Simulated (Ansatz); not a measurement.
**Ligand exchange: HF + SiH2(CH3)(OH) → H2O + SiH2(CH3)F**

Species: HF (hydrogen fluoride), singlet; SiH2(CH3)(OH), singlet; H2O (water) `O`, singlet; SiH2(CH3)F, singlet. The partners trade F for OH: H–F and Si–OH bonds give way to H–OH and Si–F.

Shapes, held fixed at every level: PBE0-D4/def2-TZVP. Flexible molecules stand in one conformer, not always the lowest. Programs: Ansatz 0.2.0. The zero-point and thermal change to 298 K, harmonic and unscaled (PBE0-D4/def2-TZVP), is +1.9 kJ/mol.

```csv
level,kind,ΔH(298 K) (kJ/mol),less CCSD(T)/CBS estimate
HF/def2-TZVPP,Hartree–Fock,-51.7,-6.4
SPW92/def2-TZVPP,LDA,-41.0,+4.3
r2SCAN-D4/def2-TZVPP,meta-GGA,-46.9,-1.6
BHLYP-D4/def2-TZVPP,global hybrid,-47.5,-2.2
PBE0-D4/def2-TZVPP,global hybrid,-43.3,+2.0
CCSD(T)/def2-TZVPP,coupled cluster or CI,-43.9,+1.4
CCSD(T)/CBS estimate,coupled cluster or CI,-45.3,0.0
```

The highest level, CCSD(T)/CBS estimate, gives ΔH(298 K) = -45.3 kJ/mol; the levels span -51.7 to -41.0. The column of differences is taken from that level and isn't an error. No measured value is set beside it here. The CBS estimate extrapolates MP2 from def2-TZVPP and def2-QZVPP and adds CCSD(T) − MP2 in the triple-zeta set, cores frozen.

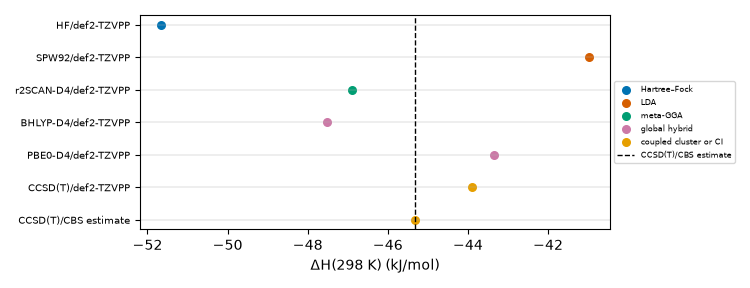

The values of the table, level by level.
